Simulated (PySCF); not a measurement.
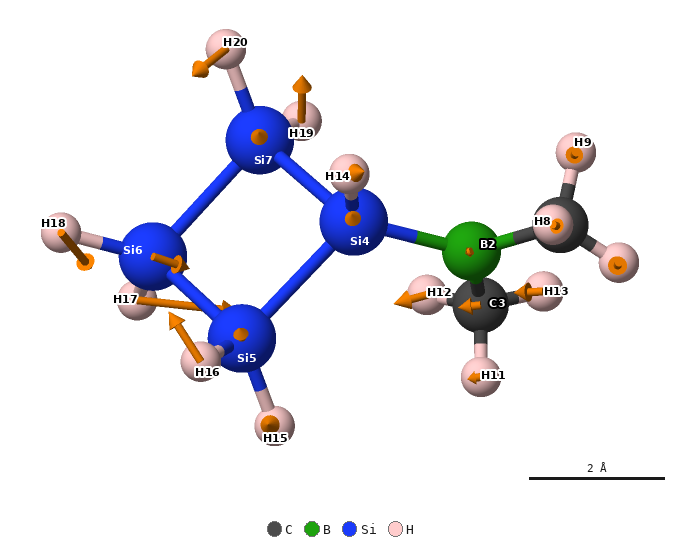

A relaxation of C2H13BSi4. The starting structure is drawn; orange arrows show the displacements, at their true length. The two geometries are superimposed by the best rigid fit.

A ball-and-stick model, seen face on.

The start comes from GFN2-xTB. Its atoms were then displaced at random by about 0.01 Å.

These are results of PBE0-D3(BJ)/def2-SVP geometry optimisation, gas phase (PySCF), not measurements. 

Atoms of which element are displaced furthest, and by how much?

Hydrogen: up to 1.53 Å, against 0.67 Å for silicon.

Describe the change and its energy.

The energy falls by 40.6 kJ/mol in 19 geometry steps. An H atom moves most after the best rigid fit: 1.53 Å. Largest moves by element: H 1.53 Å, Si 0.67 Å, C 0.34 Å, B 0.12 Å. Among the contacts that change: B–Si 1.908 → 2.024 Å, C–H 1.060 → 1.099 Å, Si–Si 2.403 → 2.372 Å, H–Si 1.468 → 1.498 Å. Bond angles that change, for instance: Si–Si–H 118.6° → 110.4°, Si–Si–H 117.0° → 109.4°, Si–Si–H 107.5° → 115.1°. Groups turn about Si–Si by about 30°, Si–Si by about 30°, Si–Si by about 30°. Cost: 3.8 min on 1 thread of Intel(R) Xeon(R) 6975P-C (shared host).
